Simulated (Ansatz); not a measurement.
AlFH$_{3}$InN (doublet)

Input file:

```
crystal:
  periodic: [false, false, false]
  atoms:
    - {symbol: Al, position_ang: [1.555264, 0.012773, 0.311126]}
    - {symbol: F, position_ang: [2.957328, 0.997425, -0.056908]}
    - {symbol: In, position_ang: [2.977878, 0.008462, -2.271356]}
    - {symbol: N, position_ang: [0.074689, 0.982237, 0.516127]}
    - {symbol: H, position_ang: [-0.086513, 1.910501, 0.137577]}
    - {symbol: H, position_ang: [-0.798951, 0.610393, 0.877063]}
    - {symbol: H, position_ang: [1.804809, -1.293612, 1.176125]}
basis:
  gaussian: {orbitals: def2-TZVPD}
output: {forces: true, orbitals: {seedname: orbitals}}
hamiltonian: {xc: pbe0}
magnetization: {spin_polarized: true, initial_magnetization: 1}
```

Command:

```sh
ansatz run input.yaml --threads 2 --pin off --max-ram 4350MiB --events-out events.jsonl --progress --plain --runs-dir runs
```

Geometry: r2SCAN-D4/def2-SVP; core potentials replace the inner electrons of In.

Theory: isolated molecule in a Gaussian basis; Kohn-Sham density functional theory, functional PBE0 (Ansatz).

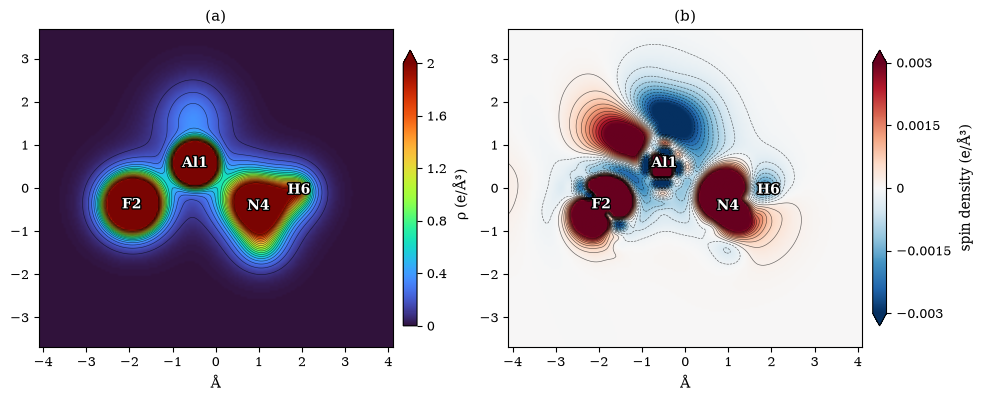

Figure 1. (a) electron density; (b) spin density on the plane of atoms F2, Al1 and N4.

Question: Interpret the plot.

Answer:
- Atoms in the plane: Al, F, N and H.
- Al–F (1.75 Å): the density is about 0.69 e/Å³ at the midpoint.
- Al–N (1.78 Å): the density is about 0.85 e/Å³ at the midpoint.
- N–H (1.02 Å): ρ at the midpoint is about 2.8 e/Å³.
- The unpaired spin (1 electron) lies mostly on In3 (about 0.6) and Al1 (about 0.3), in electrons by Hirshfeld's partition.

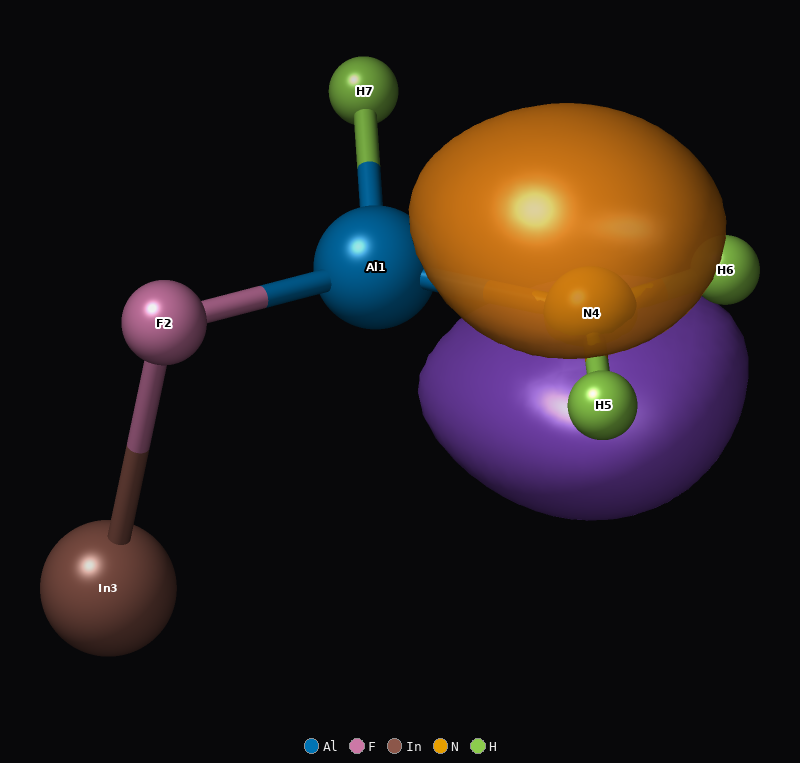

Figure 2. The HOMO (β) at ±0.15 Å⁻³ᐟ² (orange and purple are the two phases), seen at a tilt.

Question: What is the character of this orbital?

Answer: It lies mainly on N4 (about 70 %) and Al1 (about 15 %); largely a lone pair of N4. Its energy is −7.14 eV.

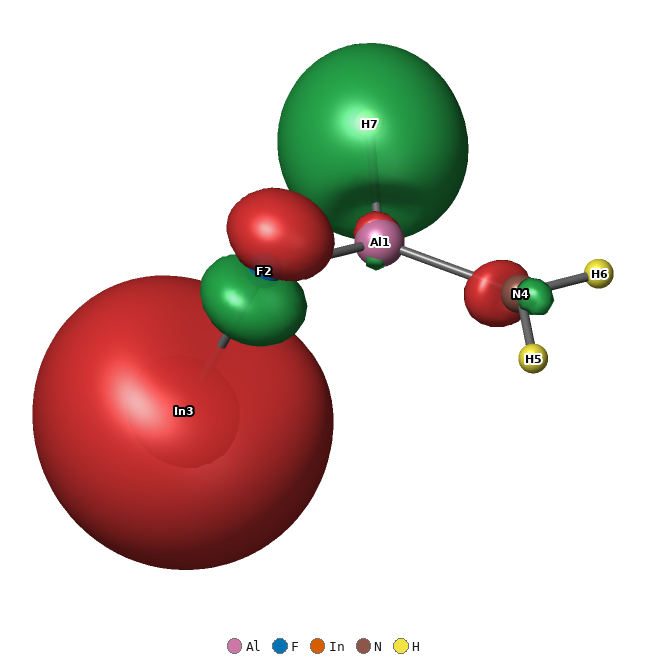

Figure 3. The HOMO−1 (β) at ±0.1 Å⁻³ᐟ² (green and red are the two phases), seen at an oblique angle.

Question: Describe this orbital and give its energy.

Answer: It lies mainly on In3 (about 60 %), H7 (about 15 %), Al1 (about 10 %) and F2 (about 10 %). Its energy is −8.33 eV.
